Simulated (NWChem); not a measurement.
**USVWN5/def2-TZVP run of MgSH (SMILES [Mg][SH])**

Aim: the vertical ionisation energy of MgSH at USVWN5/def2-TZVP, from 2 runs. 

The results are computed with NWChem 7.3.0.

## Step 1: The system as given

MgSH has 3 atoms, charge 0, and is taken as a doublet. SMILES: `[Mg][SH]`. Geometry: relaxed at PBE0-D4/def2-TZVP.

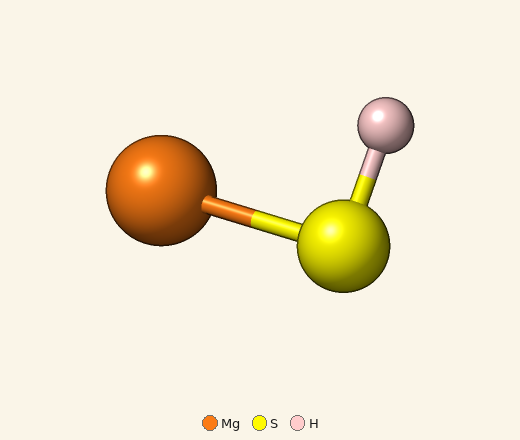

Viewed from a chosen angle; magnesium orange, sulfur yellow, hydrogen pink.

## Step 2: A single-point energy at USVWN5/def2-TZVP

hmgs.nw

```
start hmgs
title "HMgS energy"
memory 2200 mb

geometry units angstroms noautosym nocenter noautoz
   Mg    1.366100   -0.566400    0.678300
   S    -0.680600   -0.418400   -0.415200
   H    -0.696400    0.920100   -0.276400
end

basis spherical bse
   * library def2-TZVP
end

dft
   xc slater vwn_5
   mult 2
   grid lebedev 75 11
   convergence energy 1e-08
   iterations 100
   mulliken
   print low
end

task dft
```

The run is started by

```sh
$ nwchem hmgs.nw > hmgs.out
```

Output:

```text
[...]
 d= 0,ls=0.0,diis     1   -596.5314952743 -6.49D+02  8.56D-03  2.95D-01     0.7
[...]
 d= 0,ls=0.0,diis    10   -596.5777811801 -2.99D-09  3.33D-07  5.95D-10     4.3
[...]
         Total DFT energy =     -596.577781180056
      One electron energy =     -934.558730350558
           Coulomb energy =      325.829515699180
    Exchange-Corr. energy =      -40.174057646343
 Nuclear repulsion energy =       52.325491117665
[...]
      Total Density - Mulliken Population Analysis
     ---------------------------------------------
    Atom       Charge   Shell Charges
 -----------   ------   -------------------------------------------------------
    1 Mg  12    11.68   2.00  0.68  1.30  0.90  0.27  5.09  0.87  0.26  0.20  0.00  0.04  0.05
    2 S   16    16.49   2.01  0.46  1.49  1.12  0.77  4.18  1.66  0.98  2.31  1.44  0.02  0.03  0.00
    3 H    1     0.84   0.23  0.46  0.13  0.02
[...]
      <S2> =      0.7507 (Exact =     0.7500)
[...]
```

It took 4.8 s on 1 thread of AMD EPYC 7R13 (Zen 3), shared host; peak memory 0.11 GiB.

## Step 3: The singlet cation

mymol.xyz

```xyz
3

Mg     1.366100    -0.566400     0.678300
S     -0.680600    -0.418400    -0.415200
H     -0.696400     0.920100    -0.276400
```

mymol.nw

```
start mymol
memory stack 880 mb heap 220 mb global 1100 mb
charge 1

geometry units angstrom noautosym nocenter noautoz
 load format xyz mymol.xyz
end

basis spherical bse
 * library def2-TZVP
end

dft
 xc slater vwn_5
 grid lebedev 75 11
 convergence energy 1e-08
 maxiter 100
 mulliken
 noprint "final vectors analysis"
end

task dft energy
```

The run is started by

```sh
$ nwchem mymol.nw > mymol.out
```

Output:

```text
[...]
          Wavefunction type:  closed shell.
          No. of atoms     :     3
          No. of electrons :    28
[...]
          Charge           :     1
          Spin multiplicity:     1
[...]
          AO basis - number of functions:    75
[...]
              XC Information
              --------------
                        Slater Exchange Functional  1.000 local
                      VWN V Correlation Functional  1.000 local
[...]
 d= 0,ls=0.0,diis     1   -596.0314069428 -6.48D+02  4.28D-02  6.02D+00     0.6
[...]
 d= 0,ls=0.5,diis    31   -596.3059668647 -9.67D-09  1.10D-06  5.30D-08    11.1
[...]
         Total DFT energy =     -596.305966871250
      One electron energy =     -927.576725495510
           Coulomb energy =      318.889932517196
    Exchange-Corr. energy =      -39.944665010600
 Nuclear repulsion energy =       52.325491117665
[...]
      Total Density - Mulliken Population Analysis
     ---------------------------------------------
    Atom       Charge   Shell Charges
 -----------   ------   -------------------------------------------------------
    1 Mg  12    11.00   2.00  0.68  1.30  0.71 -0.01  5.10  0.87  0.18  0.08  0.00  0.04  0.04
    2 S   16    16.22   2.01  0.46  1.49  1.15  0.76  4.18  1.66  0.95  2.31  1.17  0.02  0.04  0.00
    3 H    1     0.78   0.22  0.45  0.08  0.02
[...]
```

It took 12 s on 1 thread of AMD EPYC 7R13 (Zen 3), shared host; peak memory 0.11 GiB.

## Step 4: What came out

Level: USVWN5/def2-TZVP.

| quantity | value |
| --- | --- |
| doublet MgSH: total energy | -596.57778 Eh |
| doublet MgSH: ⟨S²⟩ | 0.751 |
| singlet cation: total energy | -596.30597 Eh |
| vertical ionisation energy (to the singlet cation) | 7.396 eV |

The vertical ionisation energy comes to 7.40 eV (171 kcal/mol). Only the singlet of the ionised species was computed; a triplet could lie lower. Mulliken charges (doublet MgSH) run from -0.49 on S2 to +0.32 on Mg1.
